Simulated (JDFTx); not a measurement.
System: TiAl(001) (P4/mmm bulk; lattice of mp-1953, not re-optimised at this level), 1x1 cell of 3 atoms in 3 planes (Ti outermost, slab composition Ti2Al), area 7.90 Å² a face, 3.9 Å between the outermost planes in a cell 20.1 Å high; k mesh 8×8×1, Fermi width 0.01 Ha, no spin polarisation. Whether this polymorph is the ambient one wasn't checked. Neither spin polarisation nor a larger cell was tried.

Level of theory: PBE, GBRV ultrasoft potentials, plane waves to 20/100 Ha; code: a modified build of JDFTx. Liquid on both sides: CANDLE, acetonitrile, 1 M NaF; nuclei fixed. SHE scale: U = −μ/e − 4.44 V, by convention. In this non-aqueous liquid the SHE scale is nominal.

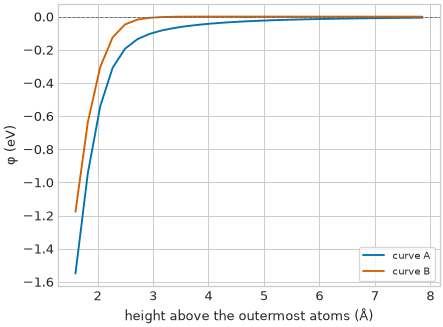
*Plane-averaged electrostatic potential energy of an electron for two states of the electrode*

### Question
One curve is the neutral slab. Which, and what is the sign of the other's charge?

### Answer
Curve B is neutral (potential of zero charge, -0.46 V). Curve A is positively charged, 7.4 μC/cm² at -0.15 V.
